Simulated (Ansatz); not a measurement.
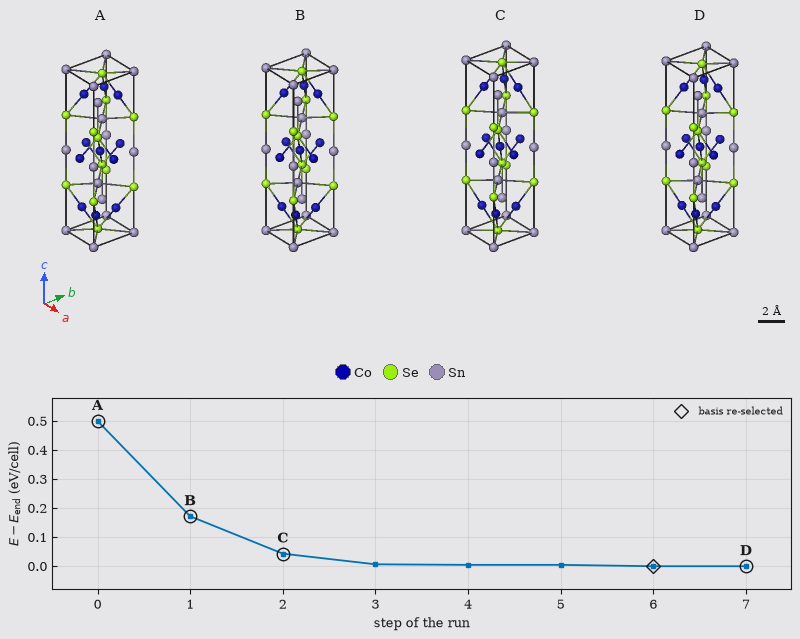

Frames of a relaxation of solid Co$_{3}$Sn$_{2}$Se$_{2}$ (a generated structure, set up in R-3m), marked on the history of the run. Style: ball-and-stick. Shown: the conventional cell (3 times the calculation's cell), slightly off an axis. Lengths and directions refer to the drawn axes.

These are results of DFT, PAW plane waves, PBEsol (with Hubbard U) in Ansatz, not measurements.

The input:
```yaml
crystal:
  lattice:
    - [2.722571, 4.715627, 0.0]
    - [-2.722571, 4.715627, 0.0]
    - [0.0, -3.143748, 4.447466]
  atoms:
    - { symbol: Co, position: [0.0, 0.0, 0.5], spin: 1.0 }
    - { symbol: Co, position: [0.5, 0.0, 0.5], spin: 1.0 }
    - { symbol: Co, position: [0.0, 0.5, 0.5], spin: 1.0 }
    - { symbol: Se, position: [0.283, 0.283, 0.849] }
    - { symbol: Se, position: [0.717, 0.717, 0.151] }
    - { symbol: Sn, position: [0.5, 0.5, 0.5] }
    - { symbol: Sn, position: [0.0, 0.0, 0.0] }
kpoints:
  mp_grid: { grid: [4, 4, 4], shift: [0, 0, 0] }
magnetization:
  spin_polarized: true
scf:
  occupations: { method: fermi_dirac, width: 0.0309 }
hamiltonian:
  pseudopotentials: { kind: paw }
  xc: pbesol
  hubbard:
    projectors: all-electron-ortho-atomic
    sites: [{ species: Co, l: d, u_eff: 3.86 }]
    double_counting: amf
basis:
  ecutwfc: 420
output:
  forces: true
  stress: true
  eigenvalues: true
relax:
  max_steps: 40
  cell: {}
```

Run as
```bash
ansatz run input.yaml --threads 1 --pin off --max-ram 2560MiB --backend cpu --events-out ev --progress --plain --runs-dir out
```

### What happens along the run?

The run was cut off at its time limit before the relaxation converged, so the last structure is only a point on the way. After 6 accepted moves (7 points after the start) the energy has fallen by 0.500 eV per cell of the calculation. The largest force component goes from 1.8 to 0.00073 eV/Å. Pressure: 4.48 GPa at the start and 0.00 GPa at the end. At 1 point the geometry stayed and the basis and grid were re-selected for the new cell (energy shift of 4.7 meV per cell of the calculation at most each time). The largest moves relative to the cell, 0.12 Å, are those of Se4 and Se5. Se5 goes along −c. Sn and Co stay in place. Cell: a = b 5.445 → 5.433 Å (−0.2 %), c 13.342 → 14.035 Å (+5.2 %). Volume +4.7 %. Among the contacts that change: Co1–Se4 2.209 → 2.352 Å, Se4–Sn6 2.895 → 2.925 Å, Se4–Sn7 3.215 → 3.191 Å. The space group stays R-3m (No. 166). From step 0 to 1: Se atoms move most (0.06 Å), energy −0.328 eV per cell of the calculation. From step 1 to 2: Se atoms move most (0.11 Å), volume +5.9 %, energy −0.129 eV per cell of the calculation. From step 2 to 7: Se atoms move most (0.05 Å), volume −1.1 %, energy −43.4 meV per cell of the calculation.

```
step  E − E(0), meV/atom  largest force component, eV/Å  pressure, GPa  volume, Å³/atom                      note
   0                0.00                         1.8261           4.48           16.314                          
   1              -46.89                         1.0403           6.57           16.309                          
   2              -65.27                         0.5952          -1.61           17.272                          
   3              -70.52                         0.1492          -0.18           17.074                          
   4              -70.79                         0.0009           0.07           17.058                          
   5              -70.79                         0.0016           0.02           17.068                          
   6              -71.47                         0.0029           0.08           17.068  same geometry, new basis
   7              -71.47                         0.0007           0.00           17.086
```
